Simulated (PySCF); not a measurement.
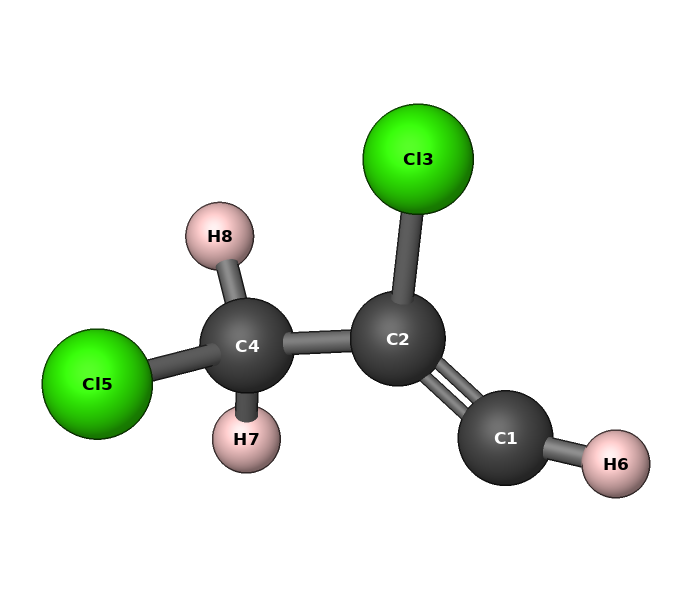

The questions are on Mulliken spin populations. State: neutral, doublet. The geometry was computed by an optimisation with GFN2-xTB. No frequency run is at hand to confirm it as a minimum. Method: UKS B3LYP, pcH-1 on C Cl H, non-relativistic (PySCF 2.14.0).

List the Mulliken spin populations.

```tsv
atom	value (e)
C1	0.99
C2	−0.15
Cl3	0.15
C4	0.02
Cl5	0.00
H6	−0.01
H7	0.00
H8	0.00
```

Mulliken values depend strongly on the basis set.
